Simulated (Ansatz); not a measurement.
CH₄FGe (charge +1)

The calculation's input:

```
crystal:
  periodic: [false, false, false]
  atoms:
    - {symbol: F, position_ang: [-1.766079, 1.094507, -1.065088]}
    - {symbol: C, position_ang: [-0.344478, -0.643121, 0.036031]}
    - {symbol: Ge, position_ang: [1.025100, -0.256174, 1.174602]}
    - {symbol: H, position_ang: [-0.115831, -0.995466, -0.972167]}
    - {symbol: H, position_ang: [-1.274424, -1.049641, 0.439592]}
    - {symbol: H, position_ang: [-2.462402, 1.333174, -1.626566]}
    - {symbol: H, position_ang: [1.363719, 1.209596, 1.508318]}
basis:
  gaussian: {orbitals: def2-TZVPP}
total_charge: 1
hamiltonian: {xc: pbe0, dispersion: d4}
output: {orbitals: {seedname: orbitals}}
```

Command:

```sh
ansatz run in.yaml --threads 2 --pin off --events-out ev --progress --plain --max-ram 4352MiB
```

Geometry: PBE0-D4/def2-TZVP; at this geometry the atoms fall into two loosely joined parts.

All numbers below come from Ansatz, RKS PBE0-D4/def2-TZVPP.

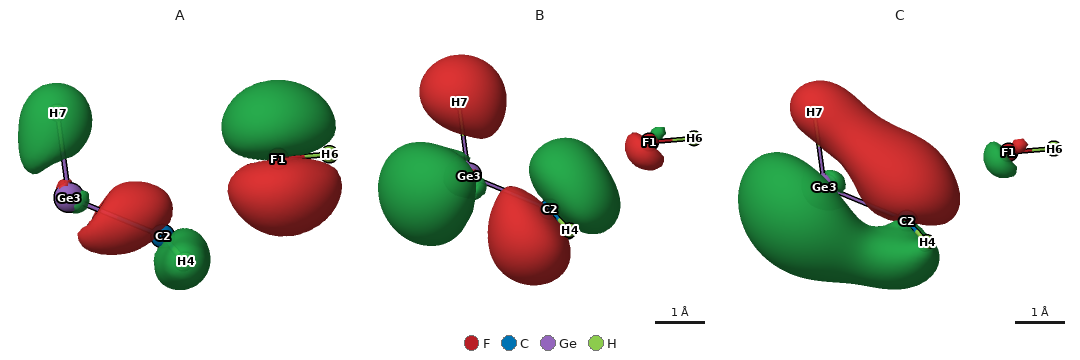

Figure 1. Three frontier orbitals at ±0.1 Å⁻³ᐟ² (green and red are the two phases), in no order.

Order the three orbitals by energy and name them.

A is the HOMO−1 (−15.91 eV). Its weight (Hirshfeld) is mainly on F1 (about 80 %) and C2 (about 5 %); largely a lone pair of F1. C is the HOMO (−13.28 eV). Its weight (Hirshfeld) is mainly on Ge3 (about 55 %) and C2 (about 35 %). B is the LUMO (−9.07 eV). It lies mainly on C2 (about 45 %), Ge3 (about 35 %) and H7 (about 10 %).

What is the HOMO–LUMO gap?

4.21 eV between the orbital energies.

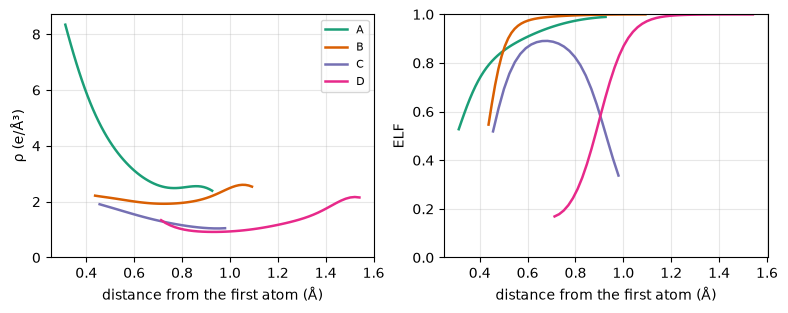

Figure 2. Electron density and electron localisation function along straight lines between neighbouring atoms. The curves leave out the atomic cores.

Which curve belongs to which contact (C–Ge, C–H, F–H and Ge–H)? The first atom named is at distance zero.

Curve A: F–H (0.93 Å): the density is about 4.7 e/Å³ at the midpoint; the ELF climbs to about 1 towards the hydrogen, as it does in any bond to H: a covalent bond by its length. Curve B: C–H (1.09 Å): ρ is about 2.1 e/Å³ halfway; the ELF climbs to about 1 towards the hydrogen: an ordinary covalent bond to hydrogen. Curve C: C–Ge (1.82 Å): the density is about 1 e/Å³ at the midpoint; the ELF peaks at about 0.90 in the valence shell of C, 0.7 Å from its nucleus, and is about 0.55 at the midpoint. Curve D: Ge–H (1.54 Å): ρ is about 1.1 e/Å³ halfway; the ELF climbs to about 1 towards the hydrogen.

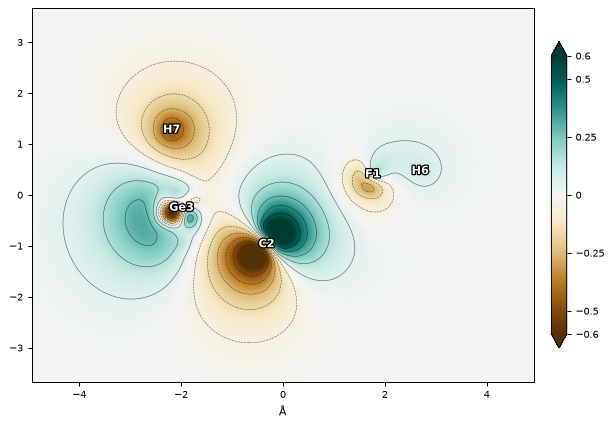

Figure 3. The LUMO on the plane of atoms C2, Ge3 and H7 (values in Å⁻³ᐟ²; the overall sign is arbitrary).

Describe this orbital and give its energy.

Its weight (Hirshfeld) is mainly on C2 (about 45 %), Ge3 (about 35 %) and H7 (about 10 %). Its energy is −9.07 eV.
